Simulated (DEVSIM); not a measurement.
Structure: Cr/SiO2/p-Si capacitor, at 300 K.

| layer (left to right) | material | thickness (nm) | Na (cm⁻³) |
|---|---|---|---|
| 1 | SiO2 | 3.20 | - |
| 2 | Si | 2100 | 7.4e16 |

Metal gate on the left, work function 4.5 eV. Fixed charge at the semiconductor interface 0 cm⁻² (in units of +e); no interface traps.

This is a model device: material constants are rounded textbook-type values typed into the input, and sizes, dopings and lifetimes were drawn at random. Values at 300 K.

```tsv
parameter	SiO2	Si
gap (eV)	9	1.124
affinity (eV)	0.9	4.05
permittivity	3.9	11.7
Nc (cm⁻³)	-	2.86e19
Nv (cm⁻³)	-	3.1e19
```

DEVSIM, 1D Poisson equation in equilibrium, Boltzmann statistics, complete ionisation; no quantum confinement or tunnelling. Metal contacts follow the ideal Schottky-Mott rule: no Fermi-level pinning, no interface dipoles.

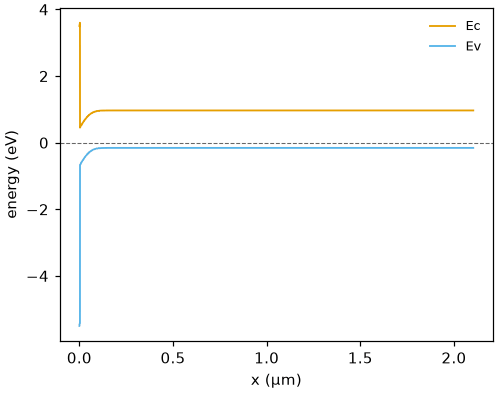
Fig. 1. Band edges at 0.1 V on the gate

Energies count from the Fermi level of the right contact; mesh points crowd at the junctions.

```tsv
x (μm)	Ec (eV)	Ev (eV)	n (cm⁻³)	p (cm⁻³)	field (V/cm)
0.000	3.500	-5.500	< 1e2	< 1e2	320000
0.0009165	3.529	-5.471	< 1e2	< 1e2	320000
0.001913	3.561	-5.439	< 1e2	< 1e2	320000
0.002891	3.592	-5.408	< 1e2	< 1e2	320000
0.004249	0.463	-0.661	4.8e11	2.4e8	100000
0.006539	0.486	-0.638	1.9e11	6.0e8	100000
0.01120	0.533	-0.591	3.2e10	3.6e9	97000
0.02490	0.655	-0.469	2.9e8	4.0e11	81000
0.04860	0.815	-0.309	590000	2.0e14	54000
0.09369	0.950	-0.174	3100	3.8e16	11000
0.1887	0.968	-0.156	1600	7.4e16	25
0.4677	0.968	-0.156	1600	7.4e16	≈ 0
0.9502	0.968	-0.156	1600	7.4e16	≈ 0
1.513	0.968	-0.156	1600	7.4e16	≈ 0
1.867	0.968	-0.156	1600	7.4e16	≈ 0
1.988	0.968	-0.156	1600	7.4e16	≈ 0
2.045	0.968	-0.156	1600	7.4e16	≈ 0
2.075	0.968	-0.156	1600	7.4e16	≈ 0
2.093	0.968	-0.156	1600	7.4e16	≈ 0
2.099	0.968	-0.156	1600	7.4e16	≈ 0
2.102	0.968	-0.156	1600	7.4e16	≈ 0
2.103	0.968	-0.156	1600	7.4e16	≈ 0
```
